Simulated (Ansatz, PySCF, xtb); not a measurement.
Potential energy curve for H₅NSi, SMILES [SiH3]N. The Si1–N5 bond (Si1 also carries H, H, H; N5 carries H, H) is varied alone, starting from the PBE0/def2-TZVP optimised geometry.

```
7

Si     0.0000     0.0000     0.0000
H      0.0000     1.4139    -0.4565
H      1.1597    -0.6781    -0.6539
H     -1.2321    -0.6935    -0.4565
N      0.0000     0.0000     1.7204
H     -0.1730    -0.8584     2.2183
H      0.6631     0.5719     2.2183
```

Computed with: GFN1-xTB (xtb); UHF/cc-pVTZ (Ansatz, a first-principles code); RKS-BP86/6-31G* = restricted BP86/6-31G*, spherical d in PySCF.

Energies are in kcal/mol, each relative to the lowest point of its own curve near equilibrium.

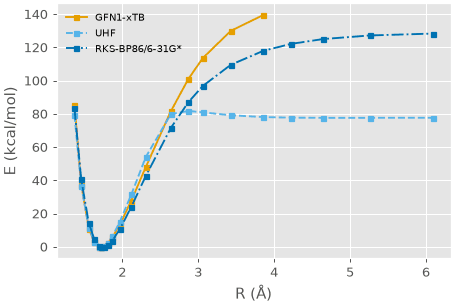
Figure: Energy against bond length for each method.

```tsv
R / Å	GFN1-xTB	UHF	RKS-BP86/6-31G*
1.37	85.5	79.3	83.5
1.46	37.2	36.7	40.5
1.56	11.0	11.5	14.2
1.63	2.9	3.2	4.8
1.70	0.1	0.1	0.6
1.72	0.0	0.0	0.1
1.76	0.6	0.6	0.0
1.81	2.4	2.5	1.1
1.87	5.8	6.4	3.8
1.97	13.5	15.2	10.7
2.12	27.8	31.6	24.1
2.31	48.0	54.0	42.6
2.64	81.6	79.8	71.5
2.87	100.9	81.7	87.0
3.06	113.5	80.9	96.7
3.43	129.9	79.1	109.5
3.86	139.5	78.1	118.0
4.22	—	77.7	122.1
4.64	—	77.6	125.0
5.26	—	77.6	127.2
6.09	—	77.6	128.3
```

At the longest distance, 6.09 Å, RKS-BP86/6-31G* lies highest above its minimum (128.3 kcal/mol) and UHF lowest (77.6 kcal/mol).

The UHF curve passes through a maximum at 2.87 Å and then falls by 4.1 kcal/mol up to the last usable point, a hump where its reference is spin-contaminated.

A dash means that the run gave no value there, or that the column was ended at a point which the program doubted or which failed a test of continuity chosen for this set; such a test can also cut sound points.

The unrestricted determinant behind UHF is spin-contaminated at 2.64 to 6.09 Å (<S²> up to 1.0, against 0.00 for a pure singlet). The restricted form behind RKS-BP86/6-31G* keeps the bonding electrons paired and can't separate into open-shell fragments.
